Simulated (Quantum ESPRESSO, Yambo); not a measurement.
**TiO2 (Rutile): G0W0 in Yambo against the screening cutoff**

Wanted: the cheapest screening cutoff that holds the gap of TiO2 (Rutile).

Program: Yambo 5.3.0. Level of theory: PBE and many-body steps on it, plane waves. Results are calculated unless marked as measured.

### 1. The starting structure

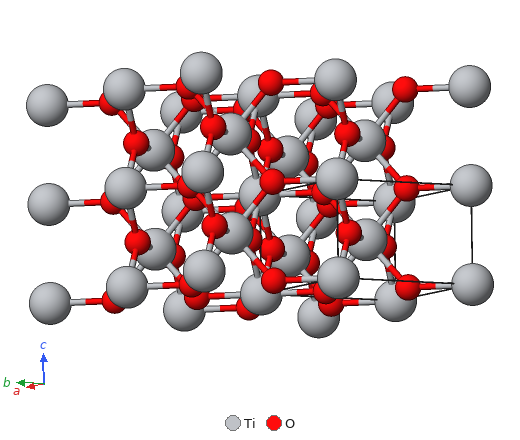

The cell as given, from a free direction (titanium light grey, oxygen red). 2×2×2 cells are drawn. Some periodic images of atoms are drawn too.

Coordinates:

```cif
data_structure
_symmetry_space_group_name_H-M 'P 1'
_symmetry_Int_Tables_number 1
_cell_length_a 4.5922
_cell_length_b 4.5922
_cell_length_c 2.9574
_cell_angle_alpha 90.000
_cell_angle_beta 90.000
_cell_angle_gamma 90.000
_cell_volume 62.37
loop_
_atom_site_label
_atom_site_type_symbol
_atom_site_fract_x
_atom_site_fract_y
_atom_site_fract_z
_atom_site_occupancy
Ti1 Ti 0.00000 0.00000 0.00000 1
Ti2 Ti 0.50000 0.50000 0.50000 1
O3 O 0.30496 0.30496 0.00000 1
O4 O 0.19504 0.80496 0.50000 1
O5 O 0.69504 0.69504 0.00000 1
O6 O 0.80496 0.19504 0.50000 1
```

The cell and positions come from the Crystallography Open Database and are kept as given unless a step says otherwise.

### 2. 2 Ha

This step: Yambo 5.3.0; G0W0 on PBE, plane waves, norm-conserving pseudopotentials.

G0W0 replaces the xc potential by the self-energy, built once from these orbitals. Only a window of levels is corrected, while the sums run over the empty bands that the input names.

Contents of gw7.in:

```
HF_and_locXC
gw0
dyson
ppa
em1d
rim_cut
RandQpts= 1000000
RandGvec= 1 RL
EXXRLvcs= 76 Ry
VXCRLvcs= 304 Ry
Chimod= "HARTREE"
% BndsRnXp
 1 | 89 |
%
NGsBlkXp= 4 Ry
% LongDrXp
 1 | 1 | 1 |
%
% GbndRnge
 1 | 89 |
%
DysSolver= "n"
ExtendOut
PPAPntXp= 27.21138 eV
% QPkrange
 1 | 1 | 23 | 26 |
%
```

Run with:

```sh
> OMP_NUM_THREADS=2 mpirun -n 4 yambo -F gw7.in -J gw7 -C gw7 > gw7.log
```

Output:

```text
 Yambo, version 5.3.0

 [02] CORE Variables Setup
 =========================

  [... cell, symmetries and grids as in the set-up ...]

  [02.05] Energies & Occupations
  ==============================

  [X] === General ===
  [X] Electronic Temperature                        :  0.000000  0.000000 [eV K]
  [X] Bosonic    Temperature                        :  0.000000  0.000000 [eV K]
  [X] Finite Temperature mode                       : no
  [X] El. density                                   :  0.76964E+24 [cm-3]
  [X] Fermi Level                                   :  9.160473 [eV]

  [X] === Gaps and Widths ===
  [X] Conduction Band Min                           :  1.916506 [eV]
  [X] Valence Band Max                              :  0.000000 [eV]
  [X] Filled Bands                                  :  24
  [X] Empty Bands                                   :   25  284
  [X] Direct Gap                                    :  1.916506 [eV]
  [X] Direct Gap localized at k                     :  1
  [X] Indirect Gap                                  :  1.916506 [eV]
  [X] Indirect Gap between kpts                     :  1  1
  [X] Last valence band width                       :  1.613148 [eV]
  [X] 1st conduction band width                     :  1.090854 [eV]

 [03] Transferred momenta grid and indexing
 ==========================================

 IBZ Q-points                                      :  21
 BZ  Q-points                                      :   64

 K/Q-points units:
 rlu = crystal or reduced units; cc = cartesian coordinates; iku = interal k-units

 Q [ 1]         [rlu]:  0.000000  0.000000  0.000000
 Q [ 2]         [rlu]:  0.000000  0.000000  0.250000
 Q [ 3]         [rlu]:  0.000000  0.000000 -0.500000
 Q [ 4]         [rlu]:  0.000000  0.250000  0.000000
 Q [ 5]         [rlu]:  0.000000  0.250000  0.250000
 Q [ 6]         [rlu]:  0.000000  0.250000 -0.500000
 Q [ 7]         [rlu]:  0.000000 -0.500000  0.000000
 Q [ 8]         [rlu]:  0.000000 -0.500000  0.250000
 Q [ 9]         [rlu]:  0.000000 -0.500000 -0.500000
 Q [10]         [rlu]:  0.250000  0.250000  0.000000
     [... 9 further rows ...]
 Q [20]         [rlu]: -0.250000  0.250000 -0.250000
 Q [21]         [rlu]: -0.250000  0.250000  0.500000

 [04] Coloumb potential Random Integration (RIM)
 ===============================================

  [04.01] RIM initialization
  ==========================

  * Diagonal components only detected *

  8 x (sBL volume)        :  0.073672 [a.u.]
  sBZ random points       :  1000000
  Points outside the sBZ  :   7992674
  RL volume               :  0.589375 [a.u.]
  Integrated volume       :  0.589915 [a.u.]

  [04.02] RIM integrals
  =====================

  Gamma point sphere radius             :  0.076042 [a.u.]
  Points outside the sphere             :   799882
  [Int_sBZ(q=0) 1/q^2]*(Vol_sBZ)^(-1/3) =:  7.512903
                                 should be <:  7.795600

  Summary of Coulomb integrals for non-metallic bands |Q|[au] RIM/Bare

  Q [1] 0.100000E-4 0.963736 * Q [4] 0.181009 0.939052
  Q [10] 0.255985 0.985952 * Q [19] 0.255985 0.986737
  Q [2] 0.281068 1.188993 * Q [5] 0.334310 1.095331
  Q [7] 0.362018 0.990090 * Q [11] 0.380168 1.056150
  Q [20] 0.380168 1.057463 * Q [13] 0.404748 0.994037
  Q [8] 0.458319 1.024774 * Q [14] 0.492768 1.018420
  Q [16] 0.511971 0.997230 * Q [3] 0.562135 1.047009
  Q [17] 0.584049 1.008928 * Q [6] 0.590559 1.038534
  Q [12] 0.617677 1.032084 * Q [21] 0.617677 1.031746
  Q [9] 0.668620 1.023519 * Q [15] 0.692689 1.020365
  Q [18] 0.760336 1.014142

 [WARNING] [Xp] User bands 1-89 break level degeneracy

 [05] Dipoles
 ============

  [05.01] Setup: observables and procedures
  =========================================

  [WARNING] [x,Vnl] slows the Dipoles computation. To neglect it rename the ns.kb_pp file

 [06] Dynamic Dielectric Matrix (PPA)
 ====================================

 [WR./gw7//ndb.pp]---------------------------------------------------------------
  Brillouin Zone Q/K grids (IBZ/BZ)                :   21   64   21   64
  RL vectors                                       :   6025 [WF]
  Coulomb cutoff potential                         : none
  Electronic Temperature                           :  0.000000 [K]
  Bosonic    Temperature                           :  0.000000 [K]
  PPA    diel. fun.  energies                      : Perdew, Burke & Ernzerhof(X)+Perdew, Burke & Ernzerhof(C)
  wavefunctions                                    : Perdew, Burke & Ernzerhof(X)+Perdew, Burke & Ernzerhof(C)
  Global Gauge                                     : length
  X matrix size                                    :   67
  X band range                                     :    1   89
  X e/h energy range                               : -1.000000 -1.000000 [eV]
  X Time ordering                                  : R
  X Hxc Kernel                                     : HARTREE
  X Drude frequency                                :  0.000000  0.000000
  X poles                                          :  100.0000 [o/o]
  RL vectors in the sum                            :   6025
  [r,Vnl] included                                 : yes
  Field direction                                  :  0.577350E-5  0.577350E-5  0.577350E-5
  BZ energy Double Grid                            : no
  BZ energy DbGd points                            : 0
  BZ Q point size factor                           : -1.000000
  X Optical Averaged directions                    : none

 [07] Local Exchange-Correlation + Non-Local Fock
 ================================================

 [VXC] Plane waves :   37691
 [EXS] Plane waves :   4695

 QP @ state[ 1 ] K range:  1  1
 QP @ state[ 1 ] b range:  23  26

 [xc] Functional : Perdew, Burke & Ernzerhof(X)+Perdew, Burke & Ernzerhof(C)
 [xc] LIBXC used to calculate xc functional
  PP Number of Atomic Species                      :  2
  NLCC RL compoments                               :   37691
  PP Number of Atomic Species                      :  2
  NLCC RL compoments                               :   37691

 [xc] E_xc :  -28.60751 [Ha]
      E_xc :  -57.21502 [Ry]

  Local XC kind (lXC) : Perdew, Burke & Ernzerhof(X)+Perdew, Burke & Ernzerhof(C)
  Non-Local XC kind (nlXC) : Hartree-Fock

  Corrections @ K [1] :  [eV]
 <23|nlXC|23> = -25.15074  0.11974E-17 <23|lXC|23> = -20.67191  0.18882E-15
 <24|nlXC|24> = -25.08209 -0.10625E-16 <24|lXC|24> = -20.44824  0.37763E-15
 <25|nlXC|25> = -12.08982  0.13625E-17 <25|lXC|25> = -20.14997  0.000000
 <26|nlXC|26> = -12.08594 -0.14460E-17 <26|lXC|26> = -19.77804 -0.75527E-15

 [08] Dyson equation: Newton solver
 ==================================

  [08.01] G0W0 (W PPA)
  ====================

  [  GW  ] Bands range     :    1   89
  [GW/PPA] G damping       :  0.100000 [eV]

  QP @ state[ 1 ] K range:  1  1
  QP @ state[ 1 ] b range:  23  26

   Sc/G bands                                       :    1   89
   Sc/G damping                                     :  0.100000 ev
   Sc bands terminator                              : no
   Sx RL components                                 :   4695

   QP @ state[ 1 ] K range                          :  1  1
   QP @ state[ 1 ] b range                          :  23  26
   GF energies kind                                 : Perdew, Burke & Ernzerhof(X)+Perdew, Burke & Ernzerhof(C)
   GF WF`s kind                                     : Perdew, Burke & Ernzerhof(X)+Perdew, Burke & Ernzerhof(C)
   Xs energies kind                                 : Perdew, Burke & Ernzerhof(X)+Perdew, Burke & Ernzerhof(C)
   Xs WF`s kind                                     : Perdew, Burke & Ernzerhof(X)+Perdew, Burke & Ernzerhof(C)

 [11] Game Over & Game summary
```

Wall time 58 s (4 MPI ranks of Arm Neoverse V2, shared host); peak memory 1.9 GiB; 7.1 min of CPU time.

This step gave:

```
G0W0 gap on the points computed              : 3.519 eV
starting gap on the mesh                     : 1.917 eV
k of the valence top                         : 0, 0, 0
k of the conduction bottom                   : 0, 0, 0
least direct G0W0 gap on the computed points : 3.519 eV
Z at the valence top                         : 0.7693
Z at the conduction bottom                   : 0.7785
```

The gap on the mesh goes from 1.92 eV to 3.52 eV, a correction of +1.60 eV.

### 3. 3 Ha

Contents of gw8.in:

```
HF_and_locXC
gw0
dyson
ppa
em1d
rim_cut
RandQpts= 1000000
RandGvec= 1 RL
EXXRLvcs= 76 Ry
VXCRLvcs= 304 Ry
Chimod= "HARTREE"
% BndsRnXp
 1 | 89 |
%
NGsBlkXp= 6 Ry
% LongDrXp
 1 | 1 | 1 |
%
% GbndRnge
 1 | 89 |
%
DysSolver= "n"
ExtendOut
PPAPntXp= 27.21138 eV
% QPkrange
 1 | 1 | 23 | 26 |
%
```

Run with:

```sh
> OMP_NUM_THREADS=2 mpirun -n 4 yambo -F gw8.in -J gw8 -C gw8 > gw8.log
```

Output:

```text
 Yambo, version 5.3.0

 [02] CORE Variables Setup
 =========================

  [... cell, symmetries and grids as in the set-up ...]

  [02.05] Energies & Occupations
  ==============================

  [X] === General ===
  [X] Electronic Temperature                        :  0.000000  0.000000 [eV K]
  [X] Bosonic    Temperature                        :  0.000000  0.000000 [eV K]
  [X] Finite Temperature mode                       : no
  [X] El. density                                   :  0.76964E+24 [cm-3]
  [X] Fermi Level                                   :  9.160473 [eV]

  [X] === Gaps and Widths ===
  [X] Conduction Band Min                           :  1.916506 [eV]
  [X] Valence Band Max                              :  0.000000 [eV]
  [X] Filled Bands                                  :  24
  [X] Empty Bands                                   :   25  284
  [X] Direct Gap                                    :  1.916506 [eV]
  [X] Direct Gap localized at k                     :  1
  [X] Indirect Gap                                  :  1.916506 [eV]
  [X] Indirect Gap between kpts                     :  1  1
  [X] Last valence band width                       :  1.613148 [eV]
  [X] 1st conduction band width                     :  1.090854 [eV]

 [03] Transferred momenta grid and indexing
 ==========================================

 IBZ Q-points                                      :  21
 BZ  Q-points                                      :   64

 K/Q-points units:
 rlu = crystal or reduced units; cc = cartesian coordinates; iku = interal k-units

 Q [ 1]         [rlu]:  0.000000  0.000000  0.000000
 Q [ 2]         [rlu]:  0.000000  0.000000  0.250000
 Q [ 3]         [rlu]:  0.000000  0.000000 -0.500000
[...]
================================================

 [VXC] Plane waves :   37691
 [EXS] Plane waves :   4695

 QP @ state[ 1 ] K range:  1  1
 QP @ state[ 1 ] b range:  23  26

 [xc] Functional : Perdew, Burke & Ernzerhof(X)+Perdew, Burke & Ernzerhof(C)
 [xc] LIBXC used to calculate xc functional
  PP Number of Atomic Species                      :  2
  NLCC RL compoments                               :   37691
  PP Number of Atomic Species                      :  2
  NLCC RL compoments                               :   37691

 [xc] E_xc :  -28.60751 [Ha]
      E_xc :  -57.21502 [Ry]

  Local XC kind (lXC) : Perdew, Burke & Ernzerhof(X)+Perdew, Burke & Ernzerhof(C)
  Non-Local XC kind (nlXC) : Hartree-Fock

  Corrections @ K [1] :  [eV]
 <23|nlXC|23> = -25.15074  0.11974E-17 <23|lXC|23> = -20.67191  0.18882E-15
 <24|nlXC|24> = -25.08209 -0.10625E-16 <24|lXC|24> = -20.44824  0.37763E-15
 <25|nlXC|25> = -12.08982  0.13625E-17 <25|lXC|25> = -20.14997  0.000000
 <26|nlXC|26> = -12.08594 -0.14460E-17 <26|lXC|26> = -19.77804 -0.75527E-15

 [08] Dyson equation: Newton solver
 ==================================

  [08.01] G0W0 (W PPA)
  ====================

  [  GW  ] Bands range     :    1   89
  [GW/PPA] G damping       :  0.100000 [eV]

  QP @ state[ 1 ] K range:  1  1
  QP @ state[ 1 ] b range:  23  26

   Sc/G bands                                       :    1   89
   Sc/G damping                                     :  0.100000 ev
   Sc bands terminator                              : no
   Sx RL components                                 :   4695

   QP @ state[ 1 ] K range                          :  1  1
   QP @ state[ 1 ] b range                          :  23  26
   GF energies kind                                 : Perdew, Burke & Ernzerhof(X)+Perdew, Burke & Ernzerhof(C)
   GF WF`s kind                                     : Perdew, Burke & Ernzerhof(X)+Perdew, Burke & Ernzerhof(C)
   Xs energies kind                                 : Perdew, Burke & Ernzerhof(X)+Perdew, Burke & Ernzerhof(C)
   Xs WF`s kind                                     : Perdew, Burke & Ernzerhof(X)+Perdew, Burke & Ernzerhof(C)

 [11] Game Over & Game summary
```

Wall time 62 s (4 MPI ranks); peak memory 2.7 GiB.

This step gave:

```yaml
g0w0_gap_on_the_points_computed: 3.407 eV
starting_gap_on_the_mesh: 1.917 eV
k_of_the_valence_top: 0, 0, 0
k_of_the_conduction_bottom: 0, 0, 0
least_direct_g0w0_gap_on_the_computed_points: 3.407 eV
z_at_the_valence_top: 0.7636
z_at_the_conduction_bottom: 0.7745
```

Against the run before, the gap moves by −0.112 eV.

(Continued in part 2 of 2.)

[Paths, hosts, dates, memory and timing lines, banners, echoed tables and standing remarks are left out of the program output.]

[Logs are printed without paths, hosts, clocks, repeated set-up lines and the standing remarks that a program may print on its own settings, such as how far it seeks lower states.]

[Runs of the session that timed out or met a known fault of the program may be left out.]

[Hosts, paths, dates, database ids (printed as entryN), source tags and the programs' standing remarks are cut or masked in the printed files.]
